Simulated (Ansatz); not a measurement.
## GeH₁₂C₂₀: molecular dynamics (part 2 of 2)

The same run, continued: GeH₁₂C₂₀ (slab, 33 atoms in the cell); DFT PBEsol, scalar-relativistic, plane waves, PAW, PAW set soft_1, no spin polarisation (Ansatz 0.2.0); cutoff 420 eV, 2×2×1 k-mesh, Fermi–Dirac smearing of 0.05 eV. The input holds or restrains some coordinates. It belongs to a series of runs on one base structure; here: dynamics from the start.

Output, continued:
```
md step    60: t =    45.00 fs  T =  4890.6 K  F+E_penalty+E_count = -9350.85255850 eV  E_kin = 10.746727 eV  conserved = -9340.10583192 eV  (9 SCF iters)
md step    61: t =    45.75 fs  T =  4870.9 K  F+E_penalty+E_count = -9350.80933899 eV  E_kin = 10.703375 eV  conserved = -9340.10596364 eV  (3 SCF iters)
md step    62: t =    46.50 fs  T =  4847.0 K  F+E_penalty+E_count = -9350.75700568 eV  E_kin = 10.650881 eV  conserved = -9340.10612423 eV  (3 SCF iters)
md step    63: t =    47.25 fs  T =  4818.0 K  F+E_penalty+E_count = -9350.69339554 eV  E_kin = 10.587089 eV  conserved = -9340.10630652 eV  (4 SCF iters)
md step    64: t =    48.00 fs  T =  4782.7 K  F+E_penalty+E_count = -9350.61603854 eV  E_kin = 10.509539 eV  conserved = -9340.10649966 eV  (4 SCF iters)
md step    65: t =    48.75 fs  T =  4740.0 K  F+E_penalty+E_count = -9350.52234602 eV  E_kin = 10.415663 eV  conserved = -9340.10668269 eV  (4 SCF iters)
md step    66: t =    49.50 fs  T =  4688.7 K  F+E_penalty+E_count = -9350.40991869 eV  E_kin = 10.303087 eV  conserved = -9340.10683185 eV  (4 SCF iters)
md step    67: t =    50.25 fs  T =  4628.1 K  F+E_penalty+E_count = -9350.27691203 eV  E_kin = 10.169981 eV  conserved = -9340.10693141 eV  (4 SCF iters)
md step    68: t =    51.00 fs  T =  4557.8 K  F+E_penalty+E_count = -9350.12241020 eV  E_kin = 10.015465 eV  conserved = -9340.10694545 eV  (4 SCF iters)
md step    69: t =    51.75 fs  T =  4478.1 K  F+E_penalty+E_count = -9349.94702013 eV  E_kin = 9.840206 eV  conserved = -9340.10681366 eV  (5 SCF iters)
preconditioner: auto → LDOS  [metal: Δε(μ)=0.099 eV  Ē_g=16.326 eV  σ=0.050 eV  W_gap=0.46  n_scr=84 (ndim 8)  ℏωp=17.3 eV  f_vac=0.565  D(μ)=4.25/eV (n_scr^D=10)  β→1.0]
md step    70: t =    52.50 fs  T =  4390.3 K  F+E_penalty+E_count = -9349.75376261 eV  E_kin = 9.647288 eV  conserved = -9340.10647458 eV  (9 SCF iters)
```

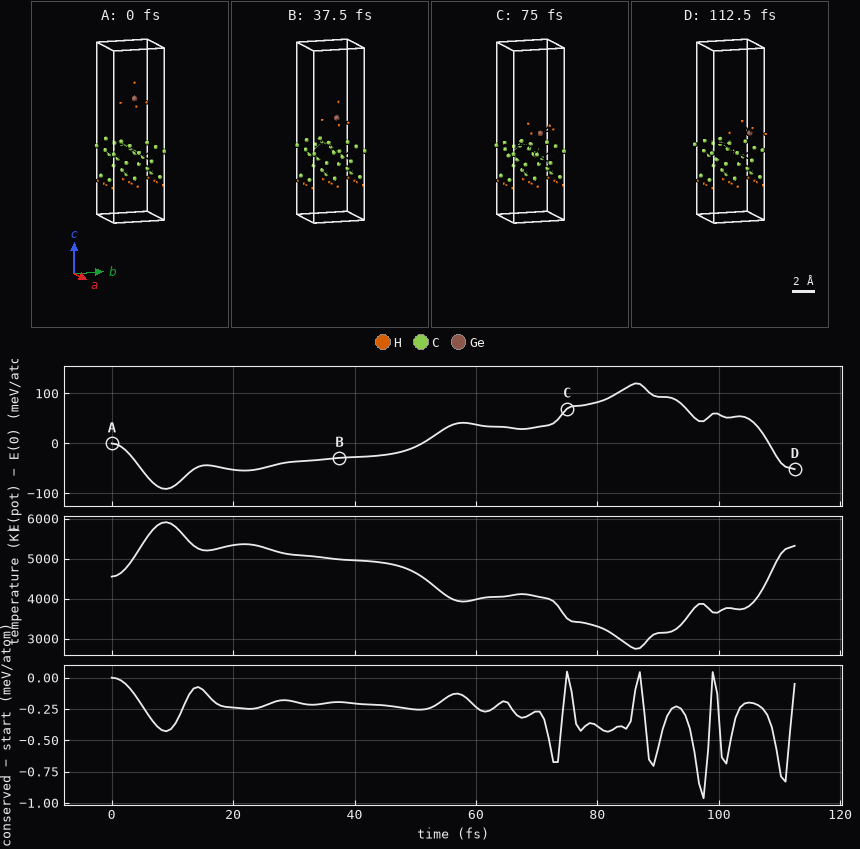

Figure 1. Frames of the molecular dynamics (ball-and-stick, simulation cell, with the vacuum cut short, seen slightly off an axis) above the curves, on which the letters mark them. The trajectory kept here has 151 frames over 112.5 fs. The temperature starts at 4551 K, ranges from 2745 to 5910 K and averages 3754 K over the second half. The potential energy ends 51.3 meV/atom below its first value. The conserved quantity stays within 1 meV/atom. With the common drift removed, the root-mean-square displacement is 1.50 Å, and H33 has moved furthest (5.70 Å).

```
automatic band count: iteration 1 solves 61 bands in place of 86: the levels show a gap, and the empty bands left out lie too high to hold charge; the band table lists the bands solved (type scf.n_extra_bands for more)
preco
[...]
--- Per-component energies (eV) ---
  E_band       = -954.338271
  E_kinetic    = 2080.979862
  E_local      = -62470.188740  (includes V_loc(G=0)·N_el)
  E_nonlocal   = 697.664320
  E_hartree    = 30290.637013
  E_xc         = -1129.446439
  E_vxc        = -1382.829602  (∫ρ·V_xc dr)
  E_paw        = -3904.148906  (= ΣΔE_a)
  E_vpaw       = -461.229601  (= ΣTr[D̂ρ^β])
  E_aug_tail   = -0.013303  (compensation charges beyond the density's cutoff)
  E_ewald      = 25081.423042
  E_core_change = 1.339948  (= ΣΔE_core)
  E_smearing   = -0.039293  (= −TS)
  E_closure    = -0.000000  (closes the sum)
  Σ components = -9351.792497   (vs F -9351.792497, Δ=0.00e0)
--- Forces (eV/Å), atoms counted from 1 ---
  atom   1  H     -8.96940615    -0.07580962     0.04890182
  atom   2  H      8.98405617    -0.09553947     0.04534268
  atom   3  H     -8.99363991    -0.11289616     0.02366982
  atom   4  H      8.98518530    -0.09042926     0.03016327
  atom   5  H     -8.94581926     0.05292652     0.08418345
  atom   6  H      8.99978538    -0.01684433     0.05365455
  atom   7  H     -9.00580541    -0.00898710     0.03740559
  atom   8  H      8.95204404     0.03670632     0.07119831
  atom   9  C     -0.02596625    -0.14550335     0.87117873
  atom  10  C      0.05876835    -0.11727208     0.97644963
  atom  11  C     -0.20290036     0.26723995     1.40329263
  atom  12  C      0.25707095     0.22492752     1.50747095
  atom  13  C     -0.30941735    -1.10555994    -3.52886568
  atom  14  C     -0.09887523    -1.41839578    -2.94360048
  atom  15  C     -0.34180738    -0.09711927     0.37095498
  atom  16  C     -0.16491497    -0.27350172     0.50127448
  atom  17  C     -0.86080629     0.39158413     0.10738204
  atom  18  C      2.09778906    -1.24286640    -1.86270814
  atom  19  C     -0.15626843    -5.59641300    -2.21685968
  atom  20  C      0.83694598    -4.80889559    -2.28426001
  atom  21  C     -0.29694214     7.22877243     0.69532848
  atom  22  C     -0.00416134     7.22299415     3.19711933
  atom  23  C      0.14074545     0.52647300    -1.69404232
  atom  24  C      0.48549666     3.80797469     0.76124255
  atom  25  C     -0.24180033    -1.89529743     1.17211645
  atom  26  C      0.11493569    -2.62780235    -2.33061131
  atom  27  C      1.15919722    -0.97418544    -1.43395091
  atom  28  C     -1.69800841    -2.68835042    -4.34385620
  atom  29  Ge     0.51308170     0.04471485     6.27754215
  atom  30  H     -1.59055505     0.32802730    -0.13370000
  atom  31  H     -0.00505049     2.12177346     5.51163124
  atom  32  H      0.63645788     0.37104124    -0.07583400
  atom  33  H     -0.30940379     0.76652157    -0.89919852
  max |Σ_I F_I| component: 1.59e-5 eV/Å
--- Band table (eV) ---
  k-point 0: bands = ["-23.3192", "-23.2593", "-23.2322", "-23.2064", "-23.1463", "-20.0584", "-17.7329", "-15.9198", "-15.8653", "-15.4023", "-15.0949", "-14.3075", "-14.0081", "-13.4190", "-12.5825", "-12.3502", "-11.3911", "-11.1838", "-10.8019", "-10.6773", "-10.3422", "-10.2339", "-9.7882", "-9.6693", "-9.4748", "-8.8773", "-7.9131", "-6.6866", "-6.5971", "-6.3531", "-5.9417", "-5.6032", "-5.5336", "-5.0753", "-4.7478", "-4.6061", "-4.3385", "-4.0152", "-3.5954", "-2.8357", "-2.5596", "-2.4303", "-2.3001", "-2.0788", "-1.6822", "-1.6263", "-1.2703", "-1.0866", "-0.8635", "-0.4757", "0.7807", "1.1927", "1.3036", "1.8739", "3.5736", "4.0544", "4.7782", "4.9880", "5.1204", "5.3662", "5.4677", "5.5697", "6.0313", "6.0459", "6.5053", "6.6045", "6.6593", "7.3388", "7.4951", "7.6398", "7.8077", "8.0061", "8.1264", "8.2270", "8.4242", "8.8044", "8.9906", "9.1372", "9.3534", "9.4993", "9.6006", "9.6719", "9.8874", "10.0804", "10.1761", "10.2154"]
  k-point 1: bands = ["-23.3205", "-23.2582", "-23.2321", "-23.2059", "-23.1464", "-19.4378", "-18.2949", "-16.9742", "-15.9236", "-15.2457", "-14.7287", "-14.2419", "-13.8959", "-13.6336", "-13.0289", "-12.8170", "-11.8834", "-11.4193", "-10.7212", "-10.0476", "-9.6709", "-9.4493", "-8.8996", "-8.6952", "-8.5151", "-8.3214", "-7.7511", "-7.0140", "-6.4489", "-6.2601", "-5.9593", "-5.4029", "-5.1986", "-5.0481", "-4.8768", "-4.7463", "-4.6474", "-4.2846", "-4.0510", "-3.6145", "-3.5281", "-3.1594", "-3.0101", "-2.8622", "-2.3706", "-2.2666", "-1.9840", "-1.5038", "-1.0110", "-0.6016", "1.0389", "1.1387", "1.3580", "2.4451", "4.1052", "4.5053", "4.6030", "4.6724", "5.0031", "5.1525", "6.1243", "6.2716", "6.4965", "6.6401", "6.7901", "6.8719", "6.9371", "7.2066", "7.5246", "7.6439", "7.9566", "8.1286", "8.2892", "8.3513", "8.4969", "8.5410", "8.6774", "8.8086", "8.9424", "9.0277", "9.1619", "9.2681", "9.4762", "9.8107", "9.9230", "10.0622"]
  k-point 2: bands = ["-23.3190", "-23.2593", "-23.2325", "-23.2060", "-23.1466", "-19.1368", "-18.6742", "-16.7314", "-16.4251", "-15.0178", "-14.7193", "-14.1028", "-13.8994", "-13.3531", "-13.1769", "-13.0442", "-12.5696", "-10.7787", "-10.6148", "-10.4833", "-9.9853", "-8.9549", "-8.6867", "-8.4924", "-7.9246", "-7.8568", "-7.5722", "-7.0702", "-6.7689", "-6.5080", "-5.9158", "-5.6328", "-5.3596", "-5.1280", "-4.7895", "-4.6273", "-4.5551", "-4.1431", "-4.0970", "-3.5686", "-3.4711", "-3.1298", "-3.0569", "-2.7536", "-2.3826", "-2.1162", "-2.0175", "-1.6300", "-1.1644", "-0.9841", "-0.6255", "-0.3306", "1.6630", "2.0523", "4.7690", "4.7914", "4.8858", "5.3871", "5.6239", "5.7506", "6.0979", "6.1873", "6.6103", "6.6165", "6.7320", "6.9022", "7.1126", "7.1923", "7.5746", "7.6516", "7.8106", "7.9325", "8.0215", "8.1975", "8.4909", "8.5353", "8.6887", "8.9105", "9.0368", "9.3062", "9.4011", "9.5676", "9.7162", "9.8236", "10.1139", "10.3038"]
  k-point 3: bands = ["-23.3202", "-23.2582", "-23.2324", "-23.2055", "-23.1467", "-18.5690", "-18.0007", "-17.2796", "-17.0563", "-15.9699", "-15.7095", "-14.9994", "-14.6491", "-12.6809", "-12.5040", "-12.0620", "-11.4338", "-10.2893", "-10.1301", "-9.7876", "-9.2808", "-8.4091", "-8.1955", "-8.1358", "-7.7215", "-7.5626", "-7.2609", "-7.0170", "-6.7507", "-6.5809", "-6.3242", "-6.1177", "-6.0280", "-5.8448", "-5.6037", "-5.4488", "-4.6307", "-4.4727", "-3.8837", "-3.7972", "-3.6701", "-3.4892", "-3.1890", "-2.9479", "-2.7971", "-2.6397", "-2.0034", "-1.8537", "-1.7684", "-1.2651", "-0.9030", "-0.7847", "1.8504", "2.2815", "4.4654", "4.9574", "5.4313", "5.4764", "5.5743", "5.5940", "6.2064", "6.4400", "6.7181", "6.8575", "7.4231", "7.5478", "7.6606", "7.6968", "7.7809", "7.8178", "7.8490", "7.9806", "8.1370", "8.5040", "8.6586", "8.6908", "8.7470", "8.9058", "9.0036", "9.2177", "9.4203", "9.6396", "9.7032", "10.0482", "10.2506", "10.3584"]
--- MD trajectory: 150 steps, t = 0.0 → 112.5 fs ---
  final state: T = 5320.9 K   F+E_penalty+E_count = -9351.79249674 eV   E_kin = 11.692346 eV
  conserved energy: peak-to-peak 3.336e-2 eV (1.011e-3 eV/atom) over 112.5 fs
```

Trajectory as extended XYZ (Å, eV, eV/Å), 3 of the 151 frames kept, from step=0 to step=150:
```
33
Lattice="5.0487 0.0000 0.0000 0.0000 5.0487 0.0000 0.0000 0.0000 19.1647" Properties=species:S:1:pos:R:3:forces:R:3 step=0 time_fs=0.0 energy=-9350.09872 temperature=4550.9
H     2.1598    0.0000    1.0000   -8.9656  -0.0384   0.0407
H     0.3646    0.0000    1.0000    8.9656  -0.0384   0.0407
H     4.6842    0.0000    1.0000   -8.9656  -0.0384   0.0408
H     2.8890    0.0000    1.0000    8.9655  -0.0384   0.0407
H     2.1598    2.5244    1.0000   -8.9713   0.0529   0.0413
H     0.3646    2.5244    1.0000    8.9713   0.0529   0.0413
H     4.6842    2.5244    1.0000   -8.9712   0.0529   0.0413
H     2.8890    2.5244    1.0000    8.9712   0.0529   0.0413
C     1.2622    0.0000    1.6347    0.0000   0.1401   1.3518
C     3.7866    0.0000    1.6347    0.0001   0.1402   1.3520
C     1.2622    2.5244    1.6347    0.0000  -0.1083   1.2134
C     3.7866    2.5244    1.6347    0.0000  -0.1084   1.2136
C     1.2622    1.2622    2.5272    0.0002   0.0901  -2.3606
C     3.7866    1.2622    2.5272   -0.0001   0.0904  -2.3609
C     1.2622    3.7866    2.5272    0.0001   0.0210  -0.9897
C     3.7866    3.7866    2.5272   -0.0001   0.0212  -0.9897
C     0.0000    1.2622    3.4197    0.0011  -2.0550  -4.5899
C     2.5244    1.2622    3.4197   -0.0010  -2.0547  -4.5897
C     0.0000    3.7866    3.4197   -0.0002   0.4270   1.6737
C     2.5244    3.7866    3.4197    0.0002   0.4268   1.6738
C     0.0000    0.0000    4.3122   -0.0003   3.8586   2.6466
C     2.5244    0.0000    4.3122    0.0004   3.8586   2.6476
C     0.0000    2.5244    4.3122    0.0014  -0.1191  -0.8520
C     2.5244    2.5244    4.3122   -0.0010  -0.1189  -0.8501
C     1.2622    0.4893    5.1647   -0.0005   1.8619  -3.4242
C     3.7866    0.4893    5.1647    0.0009   1.8592  -3.4177
C     1.2622    2.0351    4.8047    0.0011  -4.1435   5.1663
C     3.7866    2.0351    4.8047   -0.0009  -4.1392   5.1664
Ge    4.4141    2.2906    9.4332    0.0136  -0.0262  -0.1920
H     5.8274    2.0000    8.9237   -0.0159   0.0019   0.0326
H     3.9597    3.6587    8.9237   -0.0018   0.0099   0.0243
H     3.4568    1.2129    8.9237    0.0015   0.0006   0.0326
H     4.4141    2.2906   10.9632    0.0013   0.0079   0.0934
33
Lattice="5.0487 0.0000 0.0000 0.0000 5.0487 0.0000 0.0000 0.0000 19.1647" Properties=species:S:1:pos:R:3:forces:R:3 step=75 time_fs=56.2 energy=-9348.84746 temperature=3979.5
H     2.1598    0.0000    1.0000   -8.7878  -0.0808  -0.1288
H     0.3646    0.0000    1.0000    8.7875  -0.0523  -0.1144
H     4.6842    0.0000    1.0000   -8.7842  -0.0505  -0.1100
H     2.8890    0.0000    1.0000    8.7933  -0.0839  -0.1309
H     2.1598    2.5244    1.0000   -8.8454   0.1031  -0.0202
H     0.3646    2.5244    1.0000    8.8346   0.0914  -0.0212
H     4.6842    2.5244    1.0000   -8.8421   0.0870  -0.0274
H     2.8890    2.5244    1.0000    8.8545   0.1013  -0.0295
C     1.2622    0.0000    1.6347    0.0378  -0.4456   1.2709
C     3.7866    0.0000    1.6347   -0.0648  -0.4396   1.2945
C     1.2622    2.5244    1.6347   -0.0101   0.4456   1.8868
C     3.7866    2.5244    1.6347   -0.0081   0.4208   1.8647
C     1.2622    1.2622    2.5272   -0.0734  -0.8397  -5.5211
C     3.7866    1.2622    2.5272   -0.1019  -0.8007  -5.3870
C     1.2622    3.7866    2.5272    0.0393   1.5335   1.2513
C     3.7866    3.7866    2.5272   -0.0574   1.4441   1.2574
C     0.0015    1.2358    3.2827   -0.0480  -1.4513  -0.7361
C     2.5190    1.2382    3.2851    0.0473  -0.7546   0.0236
C    -0.0012    3.8814    3.6160   -0.0205  -5.3520  -4.5812
C     2.5236    3.8831    3.6143   -0.0264  -5.4252  -4.5580
C     0.0044    0.0875    4.3099   -0.0964   1.6390   3.2991
C     2.5119    0.0858    4.3011    0.1061   1.9525   3.5762
C    -0.0050    2.3336    4.2014   -0.0369   4.4462   2.2361
C     2.5175    2.3627    4.2389   -0.1400   4.0181   2.0358
C     1.2639    0.5160    5.1608    0.0829  -0.9534  -3.9614
C     3.7710    0.5744    5.1392   -0.0298  -1.2945  -3.3448
C     1.2619    1.9057    4.8876   -0.2402  -0.0762   2.4841
C     3.7747    1.9277    4.8612    0.0612  -0.1305   2.1825
Ge    5.3839    2.3184    6.8881    1.2846   1.7861   3.7577
H     6.9561    2.5593    6.9171   -0.1785   0.0714  -0.0783
H     4.5840    3.3731    6.1032   -0.2704  -0.1139   0.4005
H     4.9063    0.9154    7.2022   -0.0131   0.2199   0.0115
H     5.3657    3.1100    8.3030   -0.2539  -0.0151  -0.0823
33
Lattice="5.0487 0.0000 0.0000 0.0000 5.0487 0.0000 0.0000 0.0000 19.1647" Properties=species:S:1:pos:R:3:forces:R:3 step=150 time_fs=112.5 energy=-9351.79250 temperature=5320.9
H     2.1598    0.0000    1.0000   -8.9694  -0.0758   0.0489
H     0.3646    0.0000    1.0000    8.9841  -0.0955   0.0453
H     4.6842    0.0000    1.0000   -8.9936  -0.1129   0.0237
H     2.8890    0.0000    1.0000    8.9852  -0.0904   0.0302
H     2.1598    2.5244    1.0000   -8.9458   0.0529   0.0842
H     0.3646    2.5244    1.0000    8.9998  -0.0168   0.0537
H     4.6842    2.5244    1.0000   -9.0058  -0.0090   0.0374
H     2.8890    2.5244    1.0000    8.9520   0.0367   0.0712
C     1.2622    0.0000    1.6347   -0.0260  -0.1455   0.8712
C     3.7866    0.0000    1.6347    0.0588  -0.1173   0.9764
C     1.2622    2.5244    1.6347   -0.2029   0.2672   1.4033
C     3.7866    2.5244    1.6347    0.2571   0.2249   1.5075
C     1.2622    1.2622    2.5272   -0.3094  -1.1056  -3.5289
C     3.7866    1.2622    2.5272   -0.0989  -1.4184  -2.9436
C     1.2622    3.7866    2.5272   -0.3418  -0.0971   0.3710
C     3.7866    3.7866    2.5272   -0.1649  -0.2735   0.5013
C     0.0157    1.2129    3.3331   -0.8608   0.3916   0.1074
C     2.4958    1.1769    3.3386    2.0978  -1.2429  -1.8627
C    -0.0018    3.8118    3.5154   -0.1563  -5.5964  -2.2169
C     2.4973    3.7644    3.4717    0.8369  -4.8089  -2.2843
C    -0.0210   -0.1835    4.4401   -0.2969   7.2288   0.6953
C     2.5316   -0.1340    4.2506   -0.0042   7.2230   3.1971
C     0.0053    2.3347    4.3264    0.1407   0.5265  -1.6940
C     2.5255    2.2356    4.2851    0.4855   3.8080   0.7612
C     1.2624    0.3823    4.9693   -0.2418  -1.8953   1.1721
C     3.7819    0.3704    5.1511    0.1149  -2.6278  -2.3306
C     1.2468    1.9376    5.0727    1.1592  -0.9742  -1.4340
C     3.8354    1.9855    5.0805   -1.6980  -2.6883  -4.3439
Ge    6.4794    3.1147    6.4334    0.5131   0.0447   6.2775
H     7.9576    2.8936    7.1752   -1.5906   0.3280  -0.1337
H     3.7794    2.0136    6.0510   -0.0050   2.1218   5.5116
H     5.2224    2.7903    7.3874    0.6365   0.3710  -0.0758
H     6.5050    4.7230    6.2495   -0.3094   0.7665  -0.8992
```

Results in brief:

```json
{"quantity": "outcome", "value": "finished"}
{"quantity": "mean temperature over the second half", "value": "3754 K"}
{"quantity": "trajectory", "value": "150 steps, 112.5 fs"}
{"quantity": "ensemble", "value": "nve"}
{"quantity": "time step", "value": "0.75 fs"}
{"quantity": "electrons treated", "value": "106"}
{"quantity": "potential energy (free energy of the electrons) (last step)", "value": "−9351.7925 eV"}
{"quantity": "Fermi energy (last step)", "value": "1.862 eV"}
{"quantity": "largest force (length of the vector) (last step), held atoms and coordinates included", "value": "9.006 eV/Å"}
{"quantity": "hardware", "value": "1 thread of Intel Xeon @ 2.50GHz (Skylake/Cascade Lake), 32 GiB of memory available, shared host"}
{"quantity": "wall time", "value": "25 min"}
{"quantity": "peak memory", "value": "0.84 GiB"}
```

Remarks:

The program warns: the PAW datasets were made with another functional. The k-point mesh is coarse for a cell of this size, so the results may not be converged. So short a trajectory is not equilibrated.
